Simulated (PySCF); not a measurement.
C₄H₈S, SMILES `CC1CSC1`.

Method: B3LYP/6-311G**; geometry: GFN2-xTB; program: PySCF. No frequency check shows the geometry to be a minimum. GFN2-xTB bond lengths at metals and heavier atoms can be off by up to 0.1 Å and shapes distorted, which carries into these values.

Geometry (Å), atoms numbered from 1:

```
C1      -2.1725   -0.0003    0.2509
C2      -0.8265    0.0005   -0.4526
C3       0.1202    1.1376   -0.0499
S4       1.5457   -0.0002    0.1143
C5       0.1197   -1.1376   -0.0503
H6      -2.0387   -0.0007    1.3308
H7      -2.7435   -0.8828   -0.0271
H8      -2.7431    0.8840   -0.0268
H9      -0.9783    0.0008   -1.5352
H10     -0.1188    1.5855    0.9134
H11      0.2829    1.9151   -0.7921
H12      0.2821   -1.9149   -0.7927
H13     -0.1195   -1.5856    0.9129
```

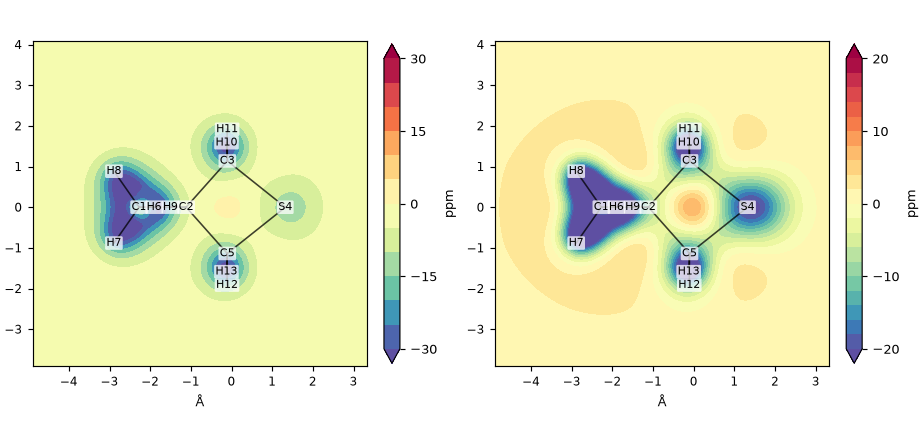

Isotropic NICS 1.0 Å above the plane of the 4-membered ring C2/C3/S4/C5 (left) and NICSzz (the component normal to the ring) 1.0 Å above the plane of the same ring (right); GIAO shieldings; atoms are projected onto the map; negative values mean shielding.

> Classify the ring and give its NICS values.

It is neither clearly shielded nor deshielded above its centre; its σ bonds alone give such values, so they don't measure π aromaticity: NICS(0) = −1.6, NICS(1) = +0.9, NICS(1)zz = +7.5 ppm.

The PySCF run took 47 s on 1 thread of Arm Neoverse V2, on a shared host, peak memory 1 GiB.
